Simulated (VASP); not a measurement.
Band structure of RbCl (rock salt). All values below come from PBE GGA, VASP's PBE PAW potentials (set 64) (plane waves; VASP).

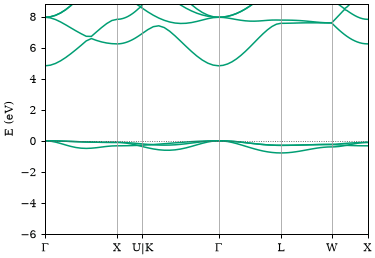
Figure: Bands along high-symmetry lines, zero at the valence-band maximum or, without a gap, the Fermi level

### Question
Read the plot: is there a gap, and where are the band edges?

### Answer
The gap is direct, 4.83 eV, from the valence maximum at Γ to the conduction minimum at Γ. (Edges off the drawn lines would not show.)

Measured: gap 8.50 eV (computed value off by -3.67 eV), as given by Aguado et al., (1998), arXiv:cond-mat/9809176.

The compound is RbCl in the rock salt structure. It was relaxed first, which changed the volume by +6 %.
